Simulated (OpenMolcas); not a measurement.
**CH6B2O (SMILES BB(C)O): a chain of runs**

Wanted: a single-point energy (HF/ANO-R0), then a single-point energy (CASSCF(2,2)/ANO-R1), then the energy along one coordinate (CASPT2(2,2)/ANO-R1), then the energy along one coordinate (SC-NEVPT2(2,2)/ANO-R1), then the energy along one coordinate (MC-PDFT[tPBE](2,2)/ANO-R1) of CH6B2O. 

The calculation is run with OpenMolcas 26.06.

**1. The molecule**

CH6B2O: 10 atoms, total charge 0, spin state singlet. As SMILES, `BB(C)O`. The coordinates come from a PBE0-D4/def2-TZVP relaxation. This is one conformer, not always the lowest.

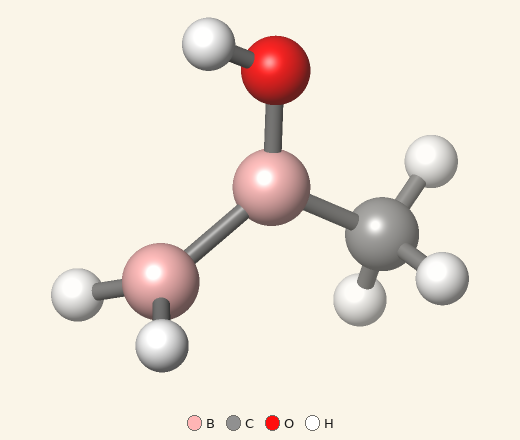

The structure, seen from a chosen angle (boron pink, carbon grey, oxygen red, hydrogen white).

**2. A single-point energy at HF/ANO-R0 (sfX2C) (run 1)**

coord.xyz

```xyz
10

B     -1.157400     0.826800    -0.622100
B      0.289400     0.045900    -0.271000
C      0.377300    -0.834700     1.032200
O      1.432600     0.117800    -1.017900
H     -2.010400     0.312100    -1.292200
H     -1.440400     1.898900    -0.162200
H     -0.546500    -1.371000     1.265900
H      1.200400    -1.552500     0.975700
H      0.572700    -0.174500     1.886700
H      1.365300     0.679800    -1.792300
```

step1.input

```
* CH6B2O Hartree-Fock

&GATEWAY
  Coord
  coord.xyz
  Basis
  ANO-R0
  Group
  NoSym

&SEWARD

&SCF
  PrOrbitals
  0

&LOCALISATION
  Occupied
  Freeze
  Pipek-Mezey

&LOCALISATION
  FileOrb
  $Project.LocOrb
  Virtual
  Pipek-Mezey
```

Launch:

```
$ export MOLCAS_MEM=1860
$ pymolcas step1.input > step1.log
```

The log of the run:

```text
--- Start Module: gateway ---
[...]
--- Stop Module: gateway /rc=_RC_ALL_IS_WELL_ ---
[...]
      Basis functions           26
[...]
       Convergence after  13 Iterations
[...]
::    Total SCF energy                               -165.0305522222
[...]
      Total spin, S                                     0.0000000000
[...]
      Total electronic charge=   30.000000
      Total            charge=   -0.000000
[...]
      Dipole Moment (debye):
      Origin of the operator (angstrom)=    0.3036    0.0226   -0.2290
                   X=  9.1155E-01               Y=  7.9605E-01               Z= -1.5038E+00           Total=  1.9303E+00
      Quadrupole Moment (debye*angstrom):
[...]
--- Start Module: localisation ---
[...]
--- Stop Module: localisation /rc=_RC_ALL_IS_WELL_ ---
--- Start Module: localisation ---
[...]
--- Stop Module: localisation /rc=_RC_ALL_IS_WELL_ ---
[...]
```

Run time: 1.9 s. Hardware: 1 thread of Intel Xeon 6975P-C (Granite Rapids), shared host; peak memory 0.38 GiB.

**3. The energy at CASSCF(2,2)/ANO-R1 (sfX2C, RICD fitting) (run 2)**

coord.xyz is that of step 2.

step2.input

```
&gateway
 coord = coord.xyz
 basis = ANO-R0
 group = NoSym

&seward

&rasscf
 fileorb = $CurrDir/step1.LocOrb
 alter = 2
 1 11 15
 1 16 25
 spin = 1
 nactel = 2 0 0
 inactive = 14
 ras2 = 2
 orblisting = Nothing
>>> COPY $Project.RunFile RUNFIL1
>>> COPY $Project.RasOrb INPORB

&gateway
 coord = coord.xyz
 basis = ANO-R1
 group = NoSym
 ricd

&seward
>>> COPY $Project.RunFile RUNFIL2

&expbas

&rasscf
 fileorb = $Project.ExpOrb
 spin = 1
 nactel = 2 0 0
 inactive = 14
 ras2 = 2
 orblisting = Nothing
```

Launch:

```
$ export MOLCAS_MEM=1860
$ pymolcas step2.input > step2.log
```

The log of the run:

```text
--- Start Module: gateway ---
[...]
--- Stop Module: gateway /rc=_RC_ALL_IS_WELL_ ---
[...]
      Basis functions           26
[...]
      Number of active orbitals                  2
[...]
      Spin quantum number                      0.0
[...]
      Active orbitals                            2
[...]
      Number of CSFs                             3
[...]
      Number of root(s) required                 1
[...]
      Convergence after 12 iterations
[...]
      printout of CI-coefficients larger than  0.05 for root  1
      energy=    -165.040612
      conf/sym  11     Coeff  Weight
             1  20   0.99682 0.99365
             3  02  -0.07971 0.00635
      Natural orbitals and occupation numbers for root  1
      sym 1:   1.987293   0.012707
      ************************************************************************************************************************
      *                                                    Final results                                                     *
[...]
::    RASSCF root number  1 Total energy:   -165.04061232
[...]
      Basis functions           86
[...]
--- Start Module: expbas ---
[...]
--- Stop Module: expbas /rc=_RC_ALL_IS_WELL_ ---
--- Start Module: rasscf ---
[...]
      Convergence after 14 iterations
[...]
      Natural orbitals and occupation numbers for root  1
      sym 1:   1.987367   0.012633
      ************************************************************************************************************************
      *                                                    Final results                                                     *
[...]
::    RASSCF root number  1 Total energy:   -165.75531697
[...]
      Total electronic charge=   30.000000
      Total            charge=   -0.000000
[...]
      Dipole Moment (debye):
      Origin of the operator (angstrom)=    0.3036    0.0226   -0.2290
                   X= -4.2596E-01               Y=  7.4674E-01               Z= -7.4588E-01           Total=  1.1382E+00
      Quadrupole Moment (debye*angstrom):
[...]
--- Stop Module: rasscf /rc=_RC_ALL_IS_WELL_ ---
[...]
```

Wall time 5.4 s (1 thread of Intel Xeon 6975P-C (Granite Rapids), shared host); peak memory 0.38 GiB.

**4. An energy scan at CASPT2(2,2)/ANO-R1 (sfX2C, RICD fitting, ipea shift 0.25 Eh, pt2 variant SS) (run 3)**

step3.input

```
>>> EXPORT MOLCAS_PRINT=2
>>> COPY $CurrDir/step2.RasOrb $Project.RasOrb
>>> ForEach K in (1, 2, 3, 4, 5, 6, 7, 8, 9)

&GATEWAY
  Coord=$CurrDir/point$K.xyz
  Basis=ANO-R1
  Group=NoSym
  RICD

&SEWARD

&RASSCF
  FileOrb=$Project.RasOrb
  Spin=1
  Nactel=2 0 0
  Inactive=14
  Ras2=2
  OrbListing=Nothing

&CASPT2
  Imaginary=0.2
  Frozen=4
>>> EndDo
```

Launch:

```
$ export MOLCAS_MEM=1860
$ pymolcas step3.input > step3.log
```

The log of the run:

```text
[...]
      Basis functions           86
[...]
      Number of active orbitals                  2
[...]
      Spin quantum number                      0.0
[...]
      Active orbitals                            2
[...]
      Number of CSFs                             3
[...]
      Number of root(s) required                 1
[...]
      Convergence after 10 iterations
[...]
      Natural orbitals and occupation numbers for root  1
      sym 1:   1.992307   0.007693
      ************************************************************************************************************************
      *                                                    Final results                                                     *
[...]
::    RASSCF root number  1 Total energy:   -165.73436342
[...]
::    CASPT2 Root  1     Total energy:   -166.23368547
[...]
      Convergence after 10 iterations
[...]
      Natural orbitals and occupation numbers for root  1
      sym 1:   1.987377   0.012623
      ************************************************************************************************************************
      *                                                    Final results                                                     *
[...]
      Convergence after 12 iterations
[...]
      Natural orbitals and occupation numbers for root  1
      sym 1:   1.802194   0.197806
      ************************************************************************************************************************
      *                                                    Final results                                                     *
[...]
      Convergence after 14 iterations
[...]
      Natural orbitals and occupation numbers for root  1
      sym 1:   1.588251   0.411749
      ************************************************************************************************************************
      *                                                    Final results                                                     *
[...]
      Convergence after 13 iterations
[...]
      Natural orbitals and occupation numbers for root  1
      sym 1:   1.305888   0.694112
      ************************************************************************************************************************
      *                                                    Final results                                                     *
[...]
::    RASSCF root number  1 Total energy:   -165.60861413
[...]
::    CASPT2 Root  1     Total energy:   -166.08586847
[...]
      Convergence after 11 iterations
[...]
::    RASSCF root number  1 Total energy:   -165.60541053
[...]
::    CASPT2 Root  1     Total energy:   -166.08130339
[...]
```

Wall time 34 s (1 thread of Intel Xeon 6975P-C (Granite Rapids), shared host); peak memory 0.083 GiB.

The scan, from its lowest point:

```tsv
C3–B2 (Å)	energy (kJ/mol)
1.418	45.7
1.575	0.0
1.733	17.5
1.969	90.2
2.284	201.6
2.678	313.3
3.151	392.7
3.781	433.8
4.726	445.8
```

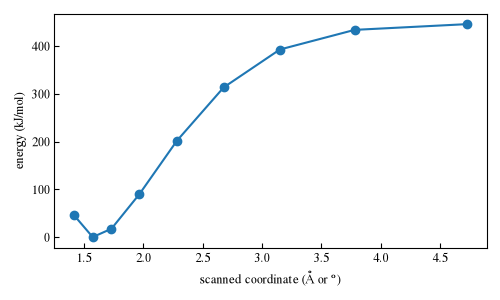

Energy along the scan.

**5. The energy along one coordinate at SC-NEVPT2(2,2)/ANO-R1 (sfX2C, RICD fitting, pt2 variant SC-NEVPT2) (run 4)**

step4.inp

```
>>> COPY $CurrDir/step2.RasOrb $Project.RasOrb
>>> ForEach K in (1, 2, 3, 4, 5, 6, 7, 8, 9)

&GATEWAY
  COORD=$CurrDir/point$K.xyz
  BASIS=ANO-R1
  GROUP=NoSym
  RICD

&SEWARD

&RASSCF
  FILEORB=$Project.RasOrb
  SPIN=1
  NACTEL=2 0 0
  INACTIVE=14
  RAS2=2
  ORBLISTING=Nothing

&CASPT2
  SC-NEVPT2
  FROZEN=4
>>> EndDo
```

Launch:

```
$ export MOLCAS_MEM=1860
$ pymolcas step4.inp > step4.log
```

The log of the run:

```text
[...]
      Basis functions           86
[...]
      Number of active orbitals                  2
[...]
      Spin quantum number                      0.0
[...]
      Active orbitals                            2
[...]
      Number of CSFs                             3
[...]
      Number of root(s) required                 1
[...]
      Convergence after 10 iterations
[...]
      printout of CI-coefficients larger than  0.05 for root  1
      energy=    -165.734363
      conf/sym  11     Coeff  Weight
             1  20   0.99807 0.99615
             3  02  -0.06202 0.00385
      Natural orbitals and occupation numbers for root  1
      sym 1:   1.992307   0.007693
      ************************************************************************************************************************
      *                                                    Final results                                                     *
[...]
::    RASSCF root number  1 Total energy:   -165.73436342
[...]
      E2 (Variational):          -0.4946861261
[...]
::    SC-NEVPT2 Root  1     Total energy:   -166.22900422
[...]
      Convergence after 10 iterations
[...]
      Natural orbitals and occupation numbers for root  1
      sym 1:   1.987377   0.012623
      ************************************************************************************************************************
      *                                                    Final results                                                     *
[...]
      Convergence after 12 iterations
[...]
      Natural orbitals and occupation numbers for root  1
      sym 1:   1.802194   0.197806
      ************************************************************************************************************************
      *                                                    Final results                                                     *
[...]
      Convergence after 14 iterations
[...]
      Natural orbitals and occupation numbers for root  1
      sym 1:   1.588251   0.411749
      ************************************************************************************************************************
      *                                                    Final results                                                     *
[...]
      Convergence after 13 iterations
[...]
::    RASSCF root number  1 Total energy:   -165.60861413
[...]
::    SC-NEVPT2 Root  1     Total energy:   -166.08257908
[...]
      Convergence after 11 iterations
[...]
::    RASSCF root number  1 Total energy:   -165.60541053
[...]
      E2 (Variational):          -0.4727363878
[...]
      Reference weight:           0.86050
[...]
::    SC-NEVPT2 Root  1     Total energy:   -166.07814692
[...]
```

It took 32 s on 1 thread of Intel Xeon 6975P-C (Granite Rapids), shared host; peak memory 0.083 GiB.

The scan, from its lowest point:

```tsv
C3–B2 (Å)	energy (kJ/mol)
1.418	48.0
1.575	0.0
1.733	15.4
1.969	85.8
2.284	196.3
2.678	309.7
3.151	391.2
3.781	432.4
4.726	444.1
```

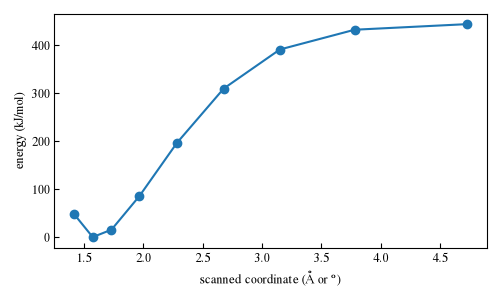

Energy along the scan.

**6. An energy scan at MC-PDFT[tPBE](2,2)/ANO-R1 (sfX2C, RICD fitting) (run 5)**

step5.input

```
* CH6B2O MC-PDFT
>>> COPY $CurrDir/step2.RasOrb $Project.RasOrb
>>> ForEach K in (1, 2, 3, 4, 5, 6, 7, 8, 9)

&GATEWAY
 COORD
 $CurrDir/point$K.xyz
 BASIS
 ANO-R1
 GROUP
 NoSym
 RICD

&SEWARD

&RASSCF
 FILEORB
 $Project.RasOrb
 SPIN
 1
 NACTEL
 2 0 0
 INACTIVE
 14
 RAS2
 2
 ORBLISTING
 Nothing

&MCPDFT
 KSDFT
 T:PBE
>>> EndDo
```

Launch:

```
$ export MOLCAS_MEM=1860
$ pymolcas step5.input > step5.log
```

The log of the run:

```text
--- Start Module: gateway ---
[...]
      Basis functions           86
[...]
      Number of active orbitals                  2
[...]
      Spin quantum number                      0.0
[...]
      Active orbitals                            2
[...]
      Number of CSFs                             3
[...]
      Number of root(s) required                 1
[...]
      Convergence after 10 iterations
[...]
      printout of CI-coefficients larger than  0.05 for root  1
      energy=    -165.734363
      conf/sym  11     Coeff  Weight
             1  20   0.99807 0.99615
             3  02  -0.06202 0.00385
      Natural orbitals and occupation numbers for root  1
      sym 1:   1.992307   0.007693
      ************************************************************************************************************************
      *                                                    Final results                                                     *
[...]
::    RASSCF root number  1 Total energy:   -165.73436342
[...]
::    MCPDFT root number  1 Total energy:   -166.49712595
[...]
      Convergence after 10 iterations
[...]
      Natural orbitals and occupation numbers for root  1
      sym 1:   1.987377   0.012623
      ************************************************************************************************************************
      *                                                    Final results                                                     *
[...]
      Convergence after 12 iterations
[...]
      Natural orbitals and occupation numbers for root  1
      sym 1:   1.802194   0.197806
      ************************************************************************************************************************
      *                                                    Final results                                                     *
[...]
      Convergence after 14 iterations
[...]
      Natural orbitals and occupation numbers for root  1
      sym 1:   1.588251   0.411749
      ************************************************************************************************************************
      *                                                    Final results                                                     *
[...]
      Convergence after 13 iterations
[...]
::    RASSCF root number  1 Total energy:   -165.60861413
[...]
::    MCPDFT root number  1 Total energy:   -166.33957512
[...]
      Convergence after 11 iterations
[...]
::    RASSCF root number  1 Total energy:   -165.60541053
[...]
      Total electronic charge=   30.000000
      Total            charge=   -0.000000
[...]
::    MCPDFT root number  1 Total energy:   -166.33496070
[...]
```

Wall time 38 s (1 thread of Intel Xeon 6975P-C (Granite Rapids), shared host); peak memory 0.083 GiB.

The scan, from its lowest point:

```tsv
C3–B2 (Å)	energy (kJ/mol)
1.418	41.8
1.575	0.0
1.733	18.5
1.969	90.8
2.284	202.5
2.678	319.4
3.151	408.2
3.781	455.5
4.726	467.6
```

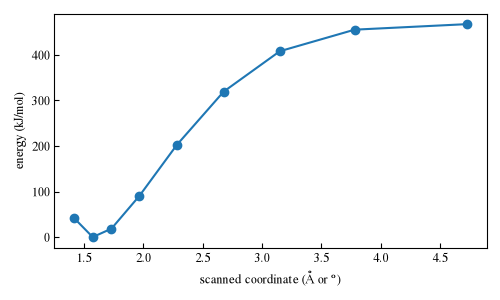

Energy along the scan.

**7. Outcome**

```
                                                   quantity          value
                             run 1, HF/ANO-R0: total energy  -165.03055 Eh
                            run 1, HF/ANO-R0: dipole moment         1.93 D
                              run 1, HF/ANO-R0: HOMO energy      -12.11 eV
                              run 1, HF/ANO-R0: LUMO energy        0.58 eV
                            run 1, HF/ANO-R0: HOMO–LUMO gap       12.69 eV
                    run 2, CASSCF(2,2)/ANO-R1: total energy  -165.75532 Eh
  run 2, CASSCF(2,2)/ANO-R1: dipole moment (CASSCF density)         1.14 D
       run 3, CASPT2(2,2)/ANO-R1: lowest energy of the scan  -166.25108 Eh
    run 4, SC-NEVPT2(2,2)/ANO-R1: lowest energy of the scan  -166.24729 Eh
run 5, MC-PDFT[tPBE](2,2)/ANO-R1: lowest energy of the scan  -166.51306 Eh
```

**Reading.** Mulliken charges (run 1, HF/ANO-R0) run from -0.97 on C3 to +0.41 on H10; they depend strongly on the basis. Mulliken charges (run 2, CASSCF(2,2)/ANO-R1) run from -0.39 on O4 to +0.36 on B2; they depend strongly on the basis.
